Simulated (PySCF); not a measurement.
# A workflow on BPNH4Cl+ (SMILES [NH2+]B(P)Cl)

We compute a single-point energy (UHF/jun-cc-pV(D+d)Z), then a single-point energy (UCCSD(T)/3-21G) of BPNH4Cl+. The job is set up through a Python script.

The results are computed with PySCF 2.14.0.

### 1 The structure to begin with

The species is BPNH4Cl+ (8 atoms), meant as a doublet with charge +1. As SMILES, `[NH2+]B(P)Cl`. The shape is that of a GFN2-xTB optimisation. This is one conformer, not always the lowest.

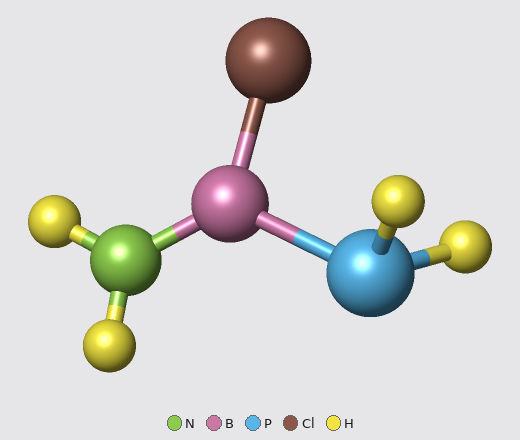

The structure, seen from a chosen angle (nitrogen green, boron pink, phosphorus blue, chlorine brown, hydrogen yellow).

### 2 A single-point energy at UHF/jun-cc-pV(D+d)Z (run 4)

Input file input.xyz:

```xyz
8
BClH4NP
N     -0.550930     1.437510    -0.087330
B     -0.212450     0.142860    -0.322570
P      0.759070    -1.029360     0.905990
Cl    -0.510220    -0.815990    -1.710200
H     -1.050120     2.018610    -0.748600
H     -0.341330     1.942280     0.762890
H      1.874910    -1.484900     0.212860
H      0.031070    -2.211020     0.986960
```

Input file calc.py:

```python
from pyscf import gto, scf

molecule = gto.Mole()
molecule.atom = 'input.xyz'
molecule.verbose = 3
molecule.charge = 1
molecule.basis = 'jun-cc-pv(d+d)z'
molecule.spin = 1
molecule.max_memory = 1860
molecule.build()

mf = scf.UHF(molecule)
mf = mf.newton()
mf.kernel()

energy = mf.e_tot
print('Final energy', energy)
```

Launch:

```console
$ OMP_NUM_THREADS=1 python calc.py
```

What it wrote:

```text
converged SCF energy = -881.521525273283  <S^2> = 0.75855326  2S+1 = 2.008535
Final energy -881.5215252732826
```

Wall time 6.6 s (1 thread of Arm Neoverse V2, shared host); peak memory 0.27 GiB.

### 3 The energy at UCCSD(T)/3-21G (run 6)

Input file geometry.xyz:

```xyz
8

N     -0.550930     1.437510    -0.087330
B     -0.212450     0.142860    -0.322570
P      0.759070    -1.029360     0.905990
Cl    -0.510220    -0.815990    -1.710200
H     -1.050120     2.018610    -0.748600
H     -0.341330     1.942280     0.762890
H      1.874910    -1.484900     0.212860
H      0.031070    -2.211020     0.986960
```

Input file calc.py:

```python
from pyscf import gto, cc

mol = gto.Mole()
mol.atom = 'geometry.xyz'
mol.basis = '3-21g'
mol.cart = True
mol.max_memory = 1860
mol.verbose = 4
mol.spin = 1
mol.charge = 1
mol.build()

mf = mol.UHF()
mf.max_cycle = 100
mf.kernel()
if not mf.converged:
    mf = mf.newton().run(mf.mo_coeff, mf.mo_occ)

mycc = cc.CCSD(mf, frozen=12)
mycc.kernel()
e_t = mycc.ccsd_t()
e_tot = mycc.e_tot + e_t
print('Final energy', e_tot)
mf.analyze()
```

Launch:

```console
$ OMP_NUM_THREADS=1 python calc.py
```

What it wrote:

```text
PySCF version 2.14.0

[... 114 lines left out ...]
Init t2, MP2 energy = -0.260009766869513
[... 20 lines left out ...]
Final energy -877.3855064937661
[... 2 lines left out ...]
Nuclear Repulsion Energy =             189.779544654277970
[... 1 line left out ...]
Two-electron Energy =                  511.611887670071951
[... 1 line left out ...]
DFT Exchange-Correlation Energy =      -61.821368025145830
[... 4 lines left out ...]
MO #2   energy= -79.6703511473781  | -79.6618289040119  occ= 1 | 1
[... 2 lines left out ...]
MO #52  energy= 2.55991002307442   | 2.56024628669886   occ= 0 | 0
[... 80 lines left out ...]
WARN: System has nonzero charge 1; the dipole moment is origin-dependent.
Location of origin: [0. 0. 0.]

Dipole moment(X, Y, Z, Debye):  1.72059, -0.62290,  3.33538
```

Run time: 9.6 s. Hardware: 1 thread of Arm Neoverse V2, shared host; peak memory 0.22 GiB.

### 4 Results

```
                                                                         quantity          value
                                         run 4, UHF/jun-cc-pV(D+d)Z: total energy  -881.52153 Eh
                   run 4, UHF/jun-cc-pV(D+d)Z: HOMO energy (highest over α and β)      -16.82 eV
                    run 4, UHF/jun-cc-pV(D+d)Z: LUMO energy (lowest over α and β)       -6.21 eV
                                                 run 4, UHF/jun-cc-pV(D+d)Z: ⟨S²⟩          0.759
                                              run 6, UCCSD(T)/3-21G: total energy  -877.38551 Eh
run 6, UCCSD(T)/3-21G: HOMO energy (Hartree–Fock orbitals) (highest over α and β)      -16.90 eV
 run 6, UCCSD(T)/3-21G: LUMO energy (Hartree–Fock orbitals) (lowest over α and β)       -6.62 eV
              run 6, UCCSD(T)/3-21G: correlation energy (12 core orbitals frozen)     -303.1 mEh
                                            run 6, UCCSD(T)/3-21G: (T) correction      -8.03 mEh
                         run 6, UCCSD(T)/3-21G: ⟨S²⟩ of the reference determinant          0.756
                                             run 6, UCCSD(T)/3-21G: T1 diagnostic          0.019
```

In words: Mulliken charges (run 4, UHF/jun-cc-pV(D+d)Z) run from -0.24 on N1 to +0.45 on P3; they depend strongly on the basis. Mulliken charges (run 6, UCCSD(T)/3-21G) of the mean-field density run from -0.88 on N1 to +0.48 on P3. The triples (run 6, UCCSD(T)/3-21G) make up 2.7 % of the correlation energy.
